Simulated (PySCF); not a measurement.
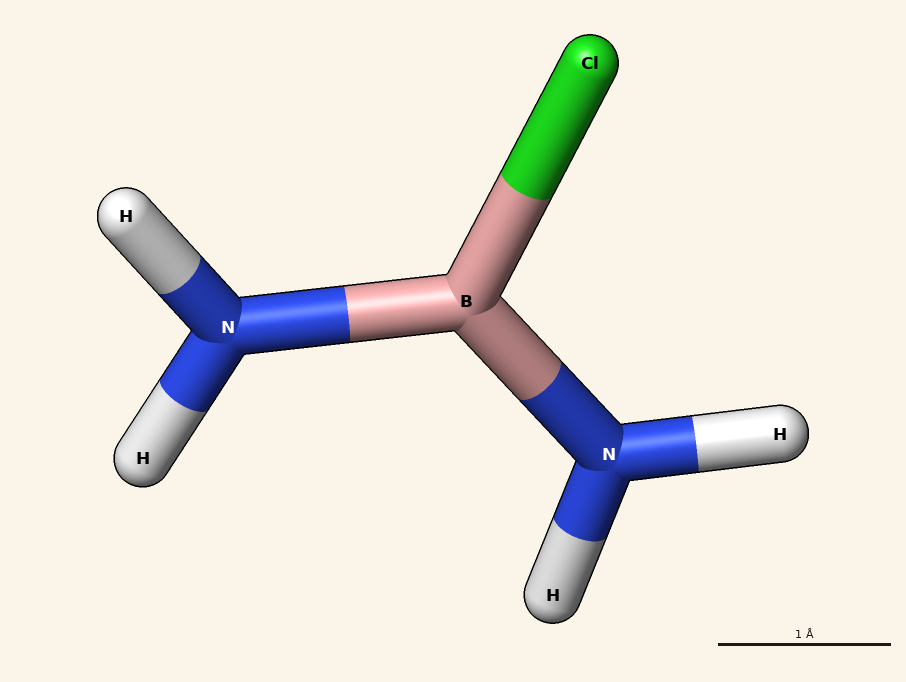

Rendered structure (stick style).

The computed structure is the end point of a GFN2-xTB optimisation. No frequency run is at hand to confirm it as a minimum.

Description:

It has 8 atoms: 1 boron, 1 chlorine, 4 hydrogen and 2 nitrogen (BClH4N2). Its SMILES string is `NB(N)Cl`. It has no ring. The point group is C2v. All atoms lie on one plane. Coordination: 2 N trigonal planar; 1 B trigonal planar.

More results for the same structure follow; atom numbers are the same in all pictures, views and colours differ.

NMR shielding

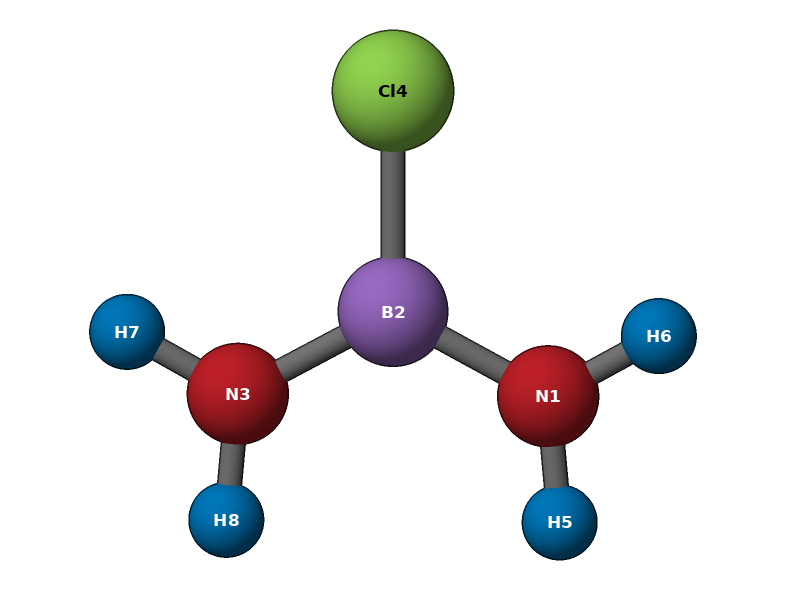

No frequency run is at hand to confirm it as a minimum. Method: GIAO PBE0/pcSseg-1 NMR shielding, non-relativistic, gas phase (PySCF 2.14.0). Principal shieldings σ11 ≤ σ22 ≤ σ33, span Ω = σ33 − σ11, skew κ = 3(σiso − σ22)/Ω.

Give the shielding tensors of the Cl atoms.

```
atom    σ11    σ22     σ33   σiso      Ω      κ
 Cl4  803.1  941.5  1027.2  923.9  224.2  −0.23
```

Shieldings and span in ppm.

Charges

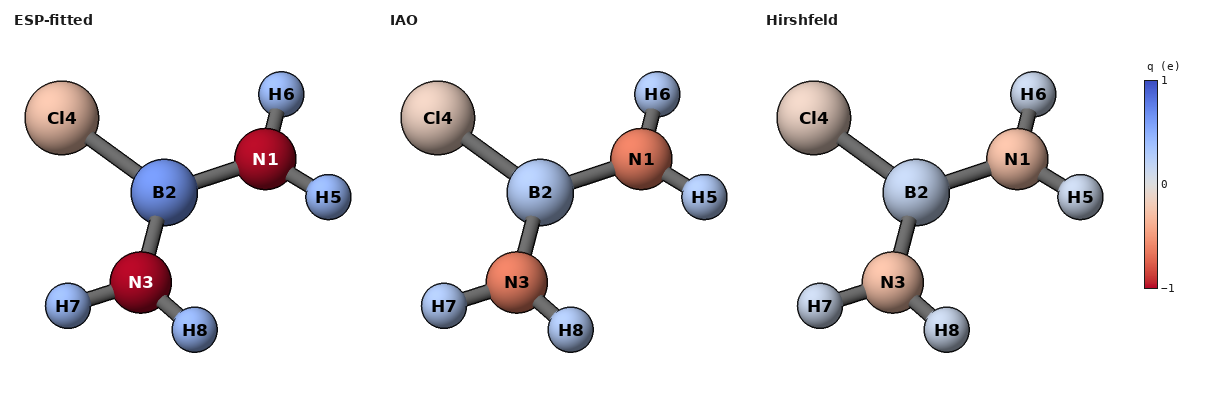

Atomic charges of one calculation by 3 schemes, on one colour scale. No frequency run is at hand to confirm it as a minimum. Computed with PBE0/pcSseg-1 (PySCF 2.14.0).

> Which scheme gives the most polar picture (largest mean size of the charges)?

The ESP-fitted charges are the largest in size here, and the Hirshfeld charges the smallest.

> On which atom do the schemes disagree most?

On N1 (from −0.98 to −0.27 e); N3 (from −0.99 to −0.27 e).

List the charges (e), one line for each set of equivalent atoms.

| atom | ESP-fitted | IAO | Hirshfeld |
| --- | --- | --- | --- |
| N1, N3 | −0.98 | −0.60 | −0.27 |
| B2 | 0.62 | 0.26 | 0.17 |
| Cl4 | −0.24 | −0.15 | −0.13 |
| H5, H8 | 0.41 | 0.27 | 0.13 |
| H6, H7 | 0.38 | 0.28 | 0.13 |

Bond orders

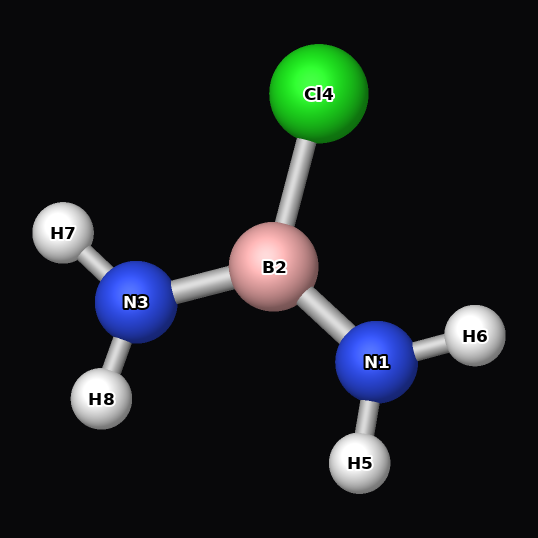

The thickness of each stick grows with its Mayer bond order. No frequency run is at hand to confirm it as a minimum. Level of theory: PBE0/pcSseg-1 (PySCF 2.14.0).

> Which bond has the highest Mayer bond order?

N1–B2 and B2–N3, 1.25, at a length of 1.399 Å.

List the Mayer bond orders of N1–B2, B2–Cl4, N1–H6, N1–H5 (one bond of each equivalent set).

```json
{"bond": "N1–B2", "Mayer order": "1.25", "length (Å)": "1.399"}
{"bond": "B2–Cl4", "Mayer order": "0.99", "length (Å)": "1.750"}
{"bond": "N1–H6", "Mayer order": "0.95", "length (Å)": "1.003"}
{"bond": "N1–H5", "Mayer order": "0.95", "length (Å)": "1.003"}
```

The geometry is semi-empirical. Around B such bond lengths and angles can be off by a tenth of an ångström or more and by several degrees, and values that hang on the shape move with them.
